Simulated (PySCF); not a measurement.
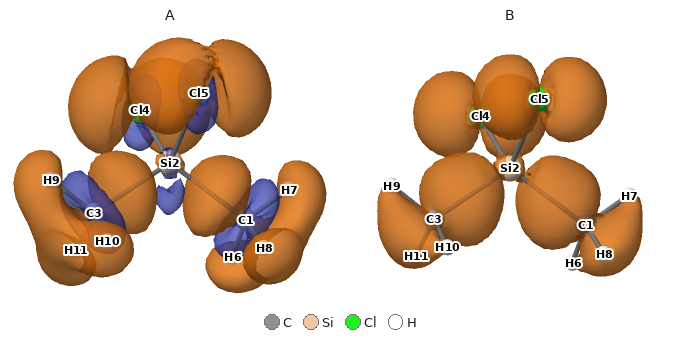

*C$_{2}$H$_{6}$Cl$_{2}$Si, SMILES `C[Si](C)(Cl)Cl`. The Fukui function f⁻ from two separate SCF calculations and the density of the HOMO, at ±0.015 e/Å³ (orange positive, blue negative).*

Method: PBE0/def2-SVP; geometry: GFN2-xTB; program: PySCF. No frequency check shows the geometry to be a minimum. GFN2-xTB bond lengths at metals and heavier atoms can be off by up to 0.1 Å and shapes distorted, which carries into these values.

Which panel is which, and how good is the frozen-orbital picture?

Answer. A is f⁻ (it has negative regions), B the HOMO density. The HOMO lies on Cl4 and Cl5 (22 % each), C1 and C3 (16 % each) and Si2 (14 %); f⁻ (Hirshfeld-condensed) is largest on Cl4 and Cl5 (0.22 each); the vertical ionisation energy is 10.43 eV. Relaxation shifts 19 % of the electron between atoms. The orbital energy is −8.45 eV.

Cost of the run: 3.5 min on 1 thread of Intel(R) Xeon(R) Platinum 8259CL CPU @ 2.50GHz (Skylake/Cascade Lake), on a shared host, peak memory 0.65 GiB.
